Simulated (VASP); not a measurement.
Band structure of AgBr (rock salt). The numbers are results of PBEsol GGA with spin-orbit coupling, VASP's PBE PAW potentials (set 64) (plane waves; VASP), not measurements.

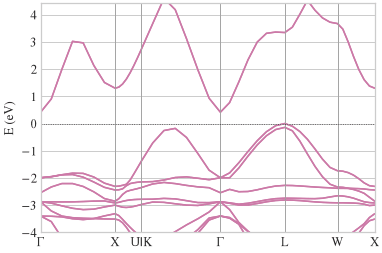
Figure. Bands along high-symmetry lines, zero at the valence-band maximum or, without a gap, the Fermi level

Q: Read the plot: is there a gap, and where are the band edges?

A: The gap is indirect, 0.42 eV, from the valence maximum at L to the conduction minimum at Γ.

The compound is AgBr in the rock salt structure. It was relaxed first, which changed the volume by -5 %.
